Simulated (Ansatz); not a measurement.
Molecular dynamics of C$_{2}$H$_{6}$ClFSi (part 1 of 2)

The run: molecular dynamics of C$_{2}$H$_{6}$ClFSi. Method and program: UKS r2SCAN/6-31G* (Ansatz 0.2.0).

The geometry comes from this level: PBE0-D4/def2-TZVP. Figures and captions count atoms from 1; the log counts them from 0 in places.

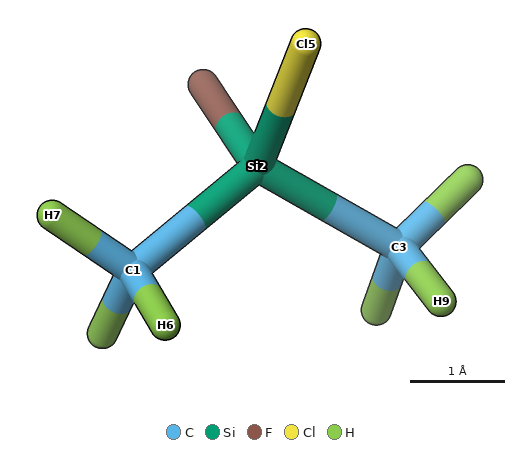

Fig. 1: The starting structure (stick view, seen at a tilt; atoms are numbered from 1 in the order of the input). Bond lengths as drawn: Cl–Si 2.06 Å, C–H 1.09 Å, C–Si 1.85 Å and F–Si 1.60 Å.

## Summary

```tsv
quantity	value
outcome	finished
mean temperature over the second half	273 K
trajectory	20 steps, 20 fs
ensemble	nvt_nose_hoover
temperature in the input	500 K
time step	1 fs
potential energy (last step)	−25287.8164 eV
SCF solution under orbital rotations (last step)	stable
largest force (length of the vector) (last step)	2.107 eV/Å
dipole moment (last step)	2.90 D
hardware	4 threads of Arm Neoverse V2, 23 GiB of memory available, shared host
wall time	71 s (CPU time 4.6 min)
peak memory	0.51 GiB
```

So short a trajectory is not equilibrated. The temperature stays far from the 500 K of the thermostat over the second half: the run isn't equilibrated.

## The input
```yaml
crystal:
  periodic: [false, false, false]
  atoms:
    - {symbol: C, position_ang: [-1.542887, 0.284103, 0.276294]}
    - {symbol: Si, position_ang: [0.123270, 0.337629, -0.519583]}
    - {symbol: C, position_ang: [1.396771, -0.752666, 0.256186]}
    - {symbol: F, position_ang: [-0.035570, -0.082963, -2.053337]}
    - {symbol: Cl, position_ang: [0.807111, 2.276389, -0.514495]}
    - {symbol: H, position_ang: [-1.481749, 0.601645, 1.319629]}
    - {symbol: H, position_ang: [-2.237483, 0.947615, -0.242759]}
    - {symbol: H, position_ang: [-1.947636, -0.730923, 0.247269]}
    - {symbol: H, position_ang: [1.561571, -0.471028, 1.298606]}
    - {symbol: H, position_ang: [2.347350, -0.669973, -0.274560]}
    - {symbol: H, position_ang: [1.074551, -1.796830, 0.227248]}
basis:
  gaussian: {orbitals: "6-31G*"}
magnetization: {spin_polarized: true, initial_magnetization: 0}
hamiltonian: {xc: {name: r2SCAN}}
md: {timestep: 1 fs, n_steps: 20, ensemble: nvt_nose_hoover, temperature: 500, initial_velocities: maxwell_boltzmann, seed: 795}
```

Launch command:
```bash
ansatz run in.yaml --threads 4 --pin off --events-out ev --progress --plain --max-ram 10444MiB
```

## Output
```
Functional definition: r2SCAN
  name "r2SCAN"
  cite "Furness, Kaplan, Ning, Perdew & Sun, J. Phys. Chem. Lett. 11, 8208 (2020) doi:10.1021/acs.jpclett.0c02405"
  cite "Furness, Kaplan, Ning, Perdew & Sun, J. Phys. Chem. Lett. 11, 9248 (2020) doi:10.1021/acs.jpclett.0c03077"
  parent r2scan
  parameter k0 = 0.174
  parameter k1 = 0.065
  parameter a1 = 4.9479
  exchange = r2scan_x(k0 = k0, k1 = k1, a1 = a1)
  correlation = r2scan_c
1159 factors; their error is unknown
mean field evaluation 1: about -25279.2976 eV, gradient 4.5e1 eV
mean field evaluation 2: about -25274.6253 eV, gradient 5.4e1 eV
mean field evaluation 4: about -25288.1318 eV, gradient 2.1e0 eV
mean field evaluation 8: about -25288.1470 eV, gradient 5.7e-2 eV
mean field evaluation 16: about -25288.0674 eV, gradient 3.2e-5 eV
mean field -25288.06737367 eV, -929.3193351148 hartree, gradient 3.2e-5 eV, S^2 0.000000; 0 other end points of the search recorded, 0 dependent functions left out
the calculation of the forces begins
reference -25288.06738327 eV, -929.3193354676 hartree; 29, 29 occupied and 66, 66 virtual orbitals, 1159 factors
md step     0: t =     0.00 fs  T =   500.0 K  F+E_penalty+E_count = -25288.06737367 eV  E_kin = 0.581670 eV  conserved = -25287.48570368 eV  (29 SCF iters)
these checks for a lower state are left out or cut short: starts, cluster_reference, orbital_swaps, neighbouring_geometries, increment
1159 factors; their error is unknown
mean field -25288.00676448 eV, -929.3171077680 hartree, gradient 1.5e-5 eV, S^2 0.000000; 0 other end points of the search recorded, 0 dependent functions left out
[... from here on the field's lines of each further geometry are left out, up to the last ...]
md step     1: t =     1.00 fs  T =   452.9 K  F+E_penalty+E_count = -25288.00676448 eV  E_kin = 0.526833 eV  conserved = -25287.47993238 eV  (32 SCF iters)
md step     2: t =     2.00 fs  T =   350.3 K  F+E_penalty+E_count = -25287.87946492 eV  E_kin = 0.407567 eV  conserved = -25287.47191024 eV  (33 SCF iters)
md step     3: t =     3.00 fs  T =   287.4 K  F+E_penalty+E_count = -25287.80383180 eV  E_kin = 0.334398 eV  conserved = -25287.46947548 eV  (33 SCF iters)
md step     4: t =     4.00 fs  T =   297.3 K  F+E_penalty+E_count = -25287.81896336 eV  E_kin = 0.345886 eV  conserved = -25287.47317444 eV  (31 SCF iters)
md step     5: t =     5.00 fs  T =   335.6 K  F+E_penalty+E_count = -25287.86952294 eV  E_kin = 0.390406 eV  conserved = -25287.47930440 eV  (31 SCF iters)
md step     6: t =     6.00 fs  T =   328.4 K  F+E_penalty+E_count = -25287.86405912 eV  E_kin = 0.382030 eV  conserved = -25287.48233653 eV  (31 SCF iters)
md step     7: t =     7.00 fs  T =   250.0 K  F+E_penalty+E_count = -25287.76667930 eV  E_kin = 0.290829 eV  conserved = -25287.47628603 eV  (31 SCF iters)
md step     8: t =     8.00 fs  T =   179.0 K  F+E_penalty+E_count = -25287.67475871 eV  E_kin = 0.208244 eV  conserved = -25287.46706927 eV  (32 SCF iters)
md step     9: t =     9.00 fs  T =   211.1 K  F+E_penalty+E_count = -25287.71619314 eV  E_kin = 0.245555 eV  conserved = -25287.47133126 eV  (33 SCF iters)
md step    10: t =    10.00 fs  T =   300.8 K  F+E_penalty+E_count = -25287.83137528 eV  E_kin = 0.349962 eV  conserved = -25287.48232189 eV  (31 SCF iters)
md step    11: t =    11.00 fs  T =   326.9 K  F+E_penalty+E_count = -25287.86223268 eV  E_kin = 0.380354 eV  conserved = -25287.48308207 eV  (32 SCF iters)
md step    12: t =    12.00 fs  T =   268.6 K  F+E_penalty+E_count = -25287.78675219 eV  E_kin = 0.312464 eV  conserved = -25287.47579498 eV  (32 SCF iters)
md step    13: t =    13.00 fs  T =   204.9 K  F+E_penalty+E_count = -25287.70675210 eV  E_kin = 0.238353 eV  conserved = -25287.47017209 eV  (33 SCF iters)
md step    14: t =    14.00 fs  T =   205.2 K  F+E_penalty+E_count = -25287.70727242 eV  E_kin = 0.238670 eV  conserved = -25287.47063511 eV  (33 SCF iters)
md step    15: t =    15.00 fs  T =   266.1 K  F+E_penalty+E_count = -25287.78286762 eV  E_kin = 0.309580 eV  conserved = -25287.47565218 eV  (33 SCF iters)
md step    16: t =    16.00 fs  T =   325.7 K  F+E_penalty+E_count = -25287.85718407 eV  E_kin = 0.378888 eV  conserved = -25287.48110904 eV  (33 SCF iters)
md step    17: t =    17.00 fs  T =   320.6 K  F+E_penalty+E_count = -25287.85093637 eV  E_kin = 0.372921 eV  conserved = -25287.48134514 eV  (32 SCF iters)
md step    18: t =    18.00 fs  T =   258.3 K  F+E_penalty+E_count = -25287.77009740 eV  E_kin = 0.300504 eV  conserved = -25287.47341156 eV  (32 SCF iters)
md step    19: t =    19.00 fs  T =   232.3 K  F+E_penalty+E_count = -25287.73389313 eV  E_kin = 0.270191 eV  conserved = -25287.46796173 eV  (32 SCF iters)
the calculation of the forces begins
reference -25287.81635654 eV, -929.3101104052 hartree; 29, 29 occupied and 66, 66 virtual orbitals, 1159 factors
1159 factors; their error is unknown
mean field evaluation 192: about -25287.8163 eV, gradient 1.2e-4 eV
mean field -25287.81634694 eV, -929.3101100525 hartree, gradient 1.7e-5 eV, S^2 0.000000; 1 other end points of the search recorded, 0 dependent functions left out
the calculation of the forces begins
reference -25287.81635654 eV, -929.3101104052 hartree; 29, 29 occupied and 66, 66 virtual orbitals, 1159 factors
md step    20: t =    20.00 fs  T =   297.0 K  F+E_penalty+E_count = -25287.81634694 eV  E_kin = 0.345478 eV  conserved = -25287.47563933 eV  (32 SCF iters)
```

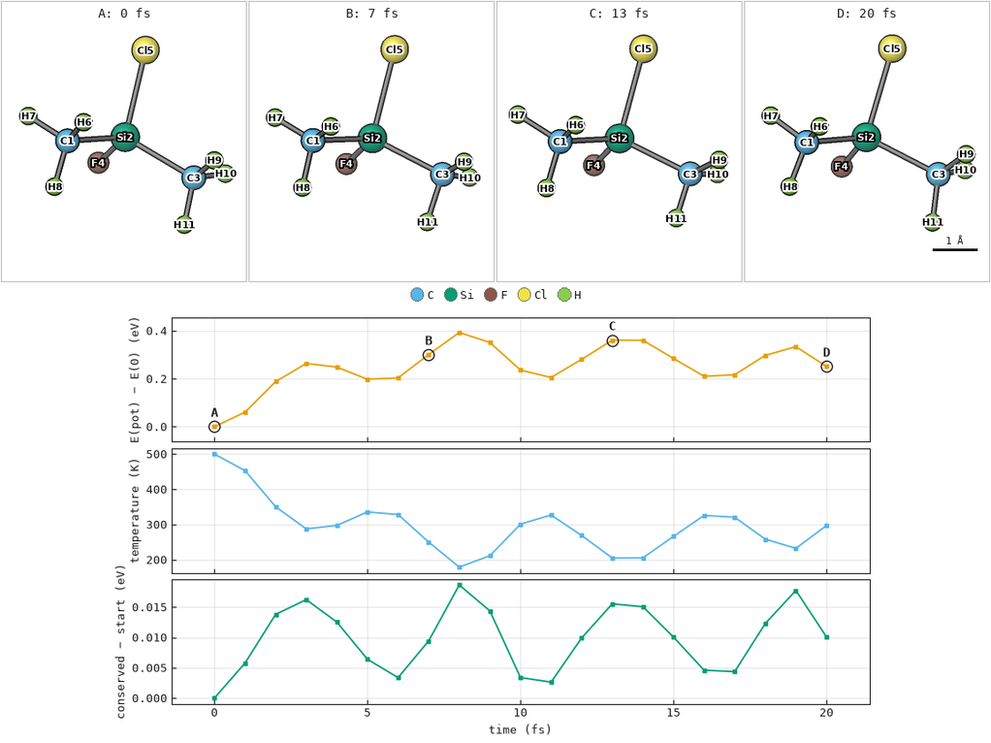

Fig. 2: Frames of the molecular dynamics (ball-and-stick, seen at a tilt) above the curves, on which the letters mark them. The trajectory kept here has 21 frames over 20 fs. The temperature starts at 500 K, ranges from 179 to 500 K and averages 273 K over the second half. The potential energy ends 0.251 eV above its first value. The conserved quantity stays within 0.019 eV. After an unweighted best fit of the last frame on the first, the root-mean-square displacement is 0.15 Å, and H9 has moved furthest (0.26 Å).

```
Total energy: -25287.81635654 eV, -929.3101104052 hartree
Atom 0 at    -1.641840     0.250968     0.261822 Å, force     1.332621    -0.677914    -0.681665 eV/Å
Atom 1 at     0.066618     0.335728    -0.511334 Å, force     0.477688     0.077868    -0.582070 eV/Å
Atom 2 at     1.453178    -0.670486     0.205705 Å, force    -0.105895    -1.001063    -0.311211 eV/Å
Atom 3 at    -0.041237    -0.173750    -2.067402 Å, force    -0.138746     0.495133     0.757470 eV/Å
Atom 4 at     0.870428     2.303901    -0.482677 Å, force    -0.618711    -0.623118    -0.105058 eV/Å
Atom 5 at    -1.651813     0.513773     1.280484 Å, force     0.308006     0.204683     1.727196 eV/Å
Atom 6 at    -2.291939     0.943611    -0.173465 Å, force    -1.133840     1.338926    -1.166803 eV/Å
Atom 7 at    -2.107742    -0.716363     0.149810 Å, force    -0.011051    -0.639457    -0.083740 eV/Å
Atom 8 at     1.826963    -0.329068     1.155565 Å, force    -0.147356     0.251586     0.795892 eV/Å
Atom 9 at     2.333988    -0.562087    -0.449718 Å, force    -0.318051    -0.266957    -0.179688 eV/Å
Atom 10 at     1.172596    -1.757270     0.302949 Å, force     0.355335     0.840312    -0.170323 eV/Å
Dipole moment:    -0.226466    -0.382358     0.408307 e Å
```

## Trajectory as extended XYZ (Å, eV, eV/Å), 19 of the 21 frames kept, from step=0 to step=20
```
11
Properties=species:S:1:pos:R:3:forces:R:3 step=0 time_fs=0.0 energy=-25288.06737 temperature=500.0
C    -1.5429    0.2841    0.2763    0.0475   0.0310   0.0327
Si    0.1233    0.3376   -0.5196   -0.0162  -0.0512   0.2650
C     1.3968   -0.7527    0.2562   -0.0171   0.0537   0.0332
F    -0.0356   -0.0830   -2.0533   -0.0591  -0.1563  -0.5850
Cl    0.8071    2.2764   -0.5145    0.1031   0.2916   0.0339
H    -1.4817    0.6016    1.3196   -0.0481   0.0336   0.1438
H    -2.2375    0.9476   -0.2428   -0.1175   0.0730  -0.0418
H    -1.9476   -0.7309    0.2473   -0.0752  -0.1162   0.0096
H     1.5616   -0.4710    1.2986    0.0603  -0.0047   0.1430
H     2.3474   -0.6700   -0.2746    0.1368  -0.0167  -0.0435
H     1.0746   -1.7968    0.2272   -0.0143  -0.1377   0.0092
11
Properties=species:S:1:pos:R:3:forces:R:3 step=1 time_fs=1.0 energy=-25288.00676 temperature=452.9
C    -1.5496    0.2840    0.2757   -0.4913   0.6550   0.2436
Si    0.1206    0.3329   -0.5198   -0.0235   0.3177   0.3370
C     1.4019   -0.7421    0.2524   -0.2396   0.5402   0.9375
F    -0.0355   -0.0868   -2.0526   -0.0645  -0.1872  -0.6210
Cl    0.8110    2.2783   -0.5127    0.0373   0.1837   0.0130
H    -1.4768    0.5893    1.3522   -0.1859  -0.1184  -0.7740
H    -2.2670    0.9671   -0.2705    0.6348  -0.6440   0.6461
H    -1.9423   -0.7414    0.2415   -0.0879   0.0689   0.0025
H     1.5651   -0.4711    1.3249    0.0473  -0.1648  -0.7178
H     2.3258   -0.6874   -0.3012    0.6041   0.1404  -0.1365
H     1.0685   -1.7637    0.2110   -0.2309  -0.7914   0.0697
11
Properties=species:S:1:pos:R:3:forces:R:3 step=2 time_fs=2.0 energy=-25287.87947 temperature=350.3
C    -1.5567    0.2843    0.2752   -0.7464   0.8890   0.3799
Si    0.1180    0.3282   -0.5199   -0.0394   0.6663   0.3895
C     1.4067   -0.7312    0.2494   -0.3457   0.7198   1.4527
F    -0.0355   -0.0907   -2.0522   -0.0682  -0.2130  -0.6383
Cl    0.8148    2.2803   -0.5110   -0.0269   0.0838  -0.0074
H    -1.4735    0.5758    1.3773   -0.2956  -0.1747  -1.3730
H    -2.2905    0.9805   -0.2921    1.0771  -1.0619   1.0829
H    -1.9378   -0.7513    0.2358   -0.0948   0.2522  -0.0013
H     1.5691   -0.4727    1.3443    0.0675  -0.2432  -1.2824
H     2.3100   -0.7035   -0.3291    0.8429   0.2561  -0.1328
H     1.0602   -1.7382    0.1955   -0.3706  -1.1745   0.1302
11
Properties=species:S:1:pos:R:3:forces:R:3 step=3 time_fs=3.0 energy=-25287.80383 temperature=287.4
C    -1.5644    0.2854    0.2751   -0.7299   0.7977   0.3943
Si    0.1153    0.3238   -0.5199   -0.0662   0.9776   0.4179
C     1.4113   -0.7196    0.2475   -0.3324   0.4072   1.4317
F    -0.0355   -0.0948   -2.0520   -0.0701  -0.2313  -0.6344
Cl    0.8187    2.2824   -0.5092   -0.0881  -0.0060  -0.0266
H    -1.4732    0.5606    1.3894   -0.3642  -0.1386  -1.5973
H    -2.3036    0.9836   -0.3033    1.2173  -1.1870   1.2642
H    -1.9342   -0.7587    0.2300   -0.1051   0.3839  -0.0058
H     1.5737   -0.4767    1.3514    0.1218  -0.2358  -1.4759
H     2.3023   -0.7172   -0.3583    0.7633   0.3325   0.0349
H     1.0483   -1.7239    0.1812   -0.3465  -1.1003   0.1970
11
Properties=species:S:1:pos:R:3:forces:R:3 step=4 time_fs=4.0 energy=-25287.81896 temperature=297.3
C    -1.5727    0.2872    0.2753   -0.4613   0.4496   0.2804
Si    0.1126    0.3197   -0.5197   -0.1016   1.2408   0.4216
C     1.4157   -0.7077    0.2469   -0.2742  -0.3255   0.8890
F    -0.0355   -0.0989   -2.0523   -0.0699  -0.2407  -0.6087
Cl    0.8225    2.2844   -0.5074   -0.1455  -0.0854  -0.0443
H    -1.4763    0.5441    1.3861   -0.3851  -0.0248  -1.4437
H    -2.3051    0.9755   -0.3025    1.0726  -1.0359   1.1976
H    -1.9316   -0.7625    0.2242   -0.1254   0.4291  -0.0140
H     1.5795   -0.4829    1.3444    0.2081  -0.1520  -1.2819
H     2.3019   -0.7276   -0.3872    0.4432   0.3843   0.3335
H     1.0332   -1.7202    0.1688   -0.1610  -0.6393   0.2703
```
